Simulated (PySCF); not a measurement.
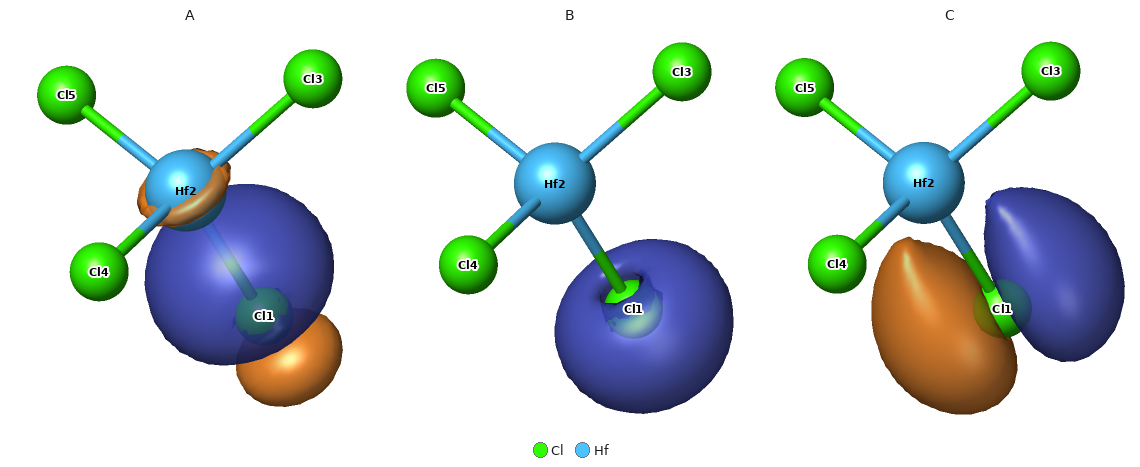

Figure 1: Cl4Hf, SMILES `Cl[Hf](Cl)(Cl)Cl`. Pipek–Mezey orbitals, occupied; each surface holds about 85 % of the orbital's density. Energies are diagonal elements of the Fock matrix.

PySCF calculation, ωB97X/def2-TZVP, gas phase; geometry: GFN2-xTB. Core potentials replace the inner electrons of Hf; spin–orbit coupling isn't included. This is a single-reference result, which may miss multireference character in this system. No frequency check shows the geometry to be a minimum. GFN2-xTB bond lengths at metals and heavier atoms can be off by up to 0.1 Å and shapes distorted, which carries into these values.

The calculation's input:

```python
import numpy as np
from pyscf import gto, scf, dft, lo
from pyscf.data.elements import chemcore

def solve(mol, dm0=None, hcore=None):
    mf = (dft.UKS if mol.spin else dft.RKS)(mol, xc='wb97x')
    mf.grids.level = 3
    mf = mf.density_fit(auxbasis='def2-universal-jkfit')
    mf.conv_tol, mf.max_cycle = 1e-8, 80
    if hcore is not None:
        mf.get_hcore = lambda *args: hcore
    mf.kernel(dm0)
    if not mf.converged:
        mf = mf.newton().run(mf.mo_coeff, mf.mo_occ, max_cycle=30)
    assert mf.converged, 'SCF not converged'
    return mf

mol = gto.M(atom='''
Cl     1.29619    -0.99529    -1.53757
Hf    -0.00014    -0.00001     0.00010
Cl     1.29617     0.99530     1.53739
Cl    -1.29590    -1.53831     0.99463
Cl    -1.29588     1.53834    -0.99486
''', basis='def2-tzvp', ecp={'Hf': 'def2-tzvp'}, charge=0, spin=0, verbose=4)
mf = solve(mol)
occ_all = mf.mo_coeff[:, mf.mo_occ > 0]
occ = occ_all[:, chemcore(mol):]
pm = lo.PM(mol, occ, pop_method='meta_lowdin')
loc = pm.kernel()
for _ in range(5):
    new, stable = pm.stability_jacobi(return_status=True)
    if stable:
        break
    loc = pm.kernel(new)
fock, s = mf.get_fock(), mf.get_ovlp()
ortho = lo.orth_ao(mol, 'meta_lowdin')
labels = mol.ao_labels(fmt=None)
vir = loc[:, :0]
both = np.hstack([loc, vir])
p = (ortho.T @ s @ both) ** 2
pop = np.array([p[[l[0] == a for l in labels]].sum(0) for a in range(mol.natm)])
spd = np.array([[p[[l[0] == a and l[2][-1] == k for l in labels]].sum(0) for k in 'spd'] for a in range(mol.natm)])
eps = np.einsum('pi,pq,qi->i', both, fock, both)
for i in np.argsort(eps):
    top = np.argsort(-pop[:, i])[:3]
    print('%3d %s %9.4f Eh ' % (i + 1, 'occ' if i < loc.shape[1] else 'vir', eps[i]), '  '.join('%s%d %.3f' % (mol.atom_symbol(a), a + 1, pop[a, i]) for a in top))
np.savez('result.npz', c=both, nocc=loc.shape[1], pop=pop, spd=spd, eps=eps, e=mf.e_tot)
```

Run with:

```sh
OMP_NUM_THREADS=1 python input.py
```

The run took 16 s on 1 thread of Intel(R) Xeon(R) Platinum 8375C CPU @ 2.90GHz (Ice Lake) (shared host), peak memory 0.78 GiB.

### Name the orbitals, with their atomic make-up and energies.

By panel:
- A: very polar σ bond Cl1–Hf2, mostly on Cl1 (Cl1 90 %, Hf2 10 %; −19.1 eV)
- B: lone pair on Cl1 (s-type) (Cl1 99 %; −22.4 eV)
- C: lone pair on Cl1 (p-type) (Cl1 98 %; −12.9 eV)

### Which has the smallest and which the largest spatial spread?

Smallest: B (0.86 Å); largest: C (1.16 Å).
